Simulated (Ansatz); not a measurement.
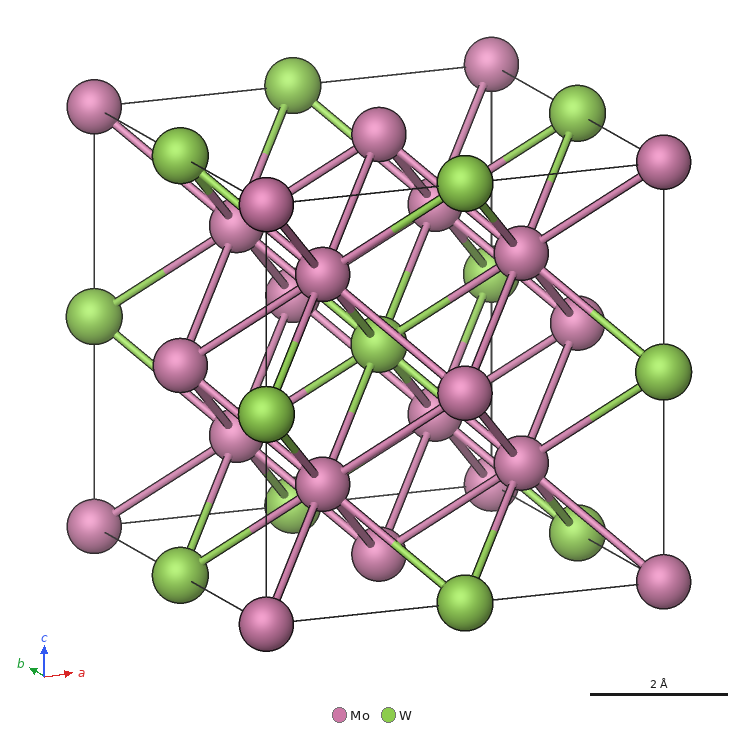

An orthographic ball-and-stick view of the structure, slightly off an axis. The frame is the conventional unit cell; atoms at its boundary are shown with their periodic copies.

Mo₃W, D0₃ (BiF₃ or Fe₃Al type), space group Fm-3m (No. 225), a = 6.332 Å, b = 6.332 Å, c = 6.332 Å, α = 90.00°, β = 90.00°, γ = 90.00°. Its origin is a structure type filled with these elements by a generator (whether the compound takes this form wasn't checked). Earlier steps of the study may have refined or changed the cell and positions. An electronic-structure calculation with Ansatz was run on it.

This one geometry was computed with Ansatz (DFT, plane waves, PAW) at three levels of theory: r2SCAN, PBE with spin-orbit coupling and PBE.

Which level gives the highest pressure at this volume, and what does that say about its equilibrium volume?

Highest: PBE with spin-orbit coupling (0.1 GPa) and PBE (0.0 GPa), which points to the largest equilibrium volume. Lowest, with the smallest volume: r2SCAN (-2.9 GPa). Levels within 0.5 GPa of each other can't be told apart.

How does the band gap change with the level of theory?

All levels give a metal.

Collect the results in a table.

| level | cutoff (eV) | k-mesh of the run's cell | gap (eV) | pressure (GPa) |
| --- | --- | --- | --- | --- |
| r2SCAN | 500 | 12×12×12 | metal | -2.9 |
| PBE with spin-orbit coupling | 420 | 12×12×12 | metal | 0.1 |
| PBE | 420 | 12×12×12 | metal | 0.0 |

Gaps are taken on the k-mesh or band path of each run.
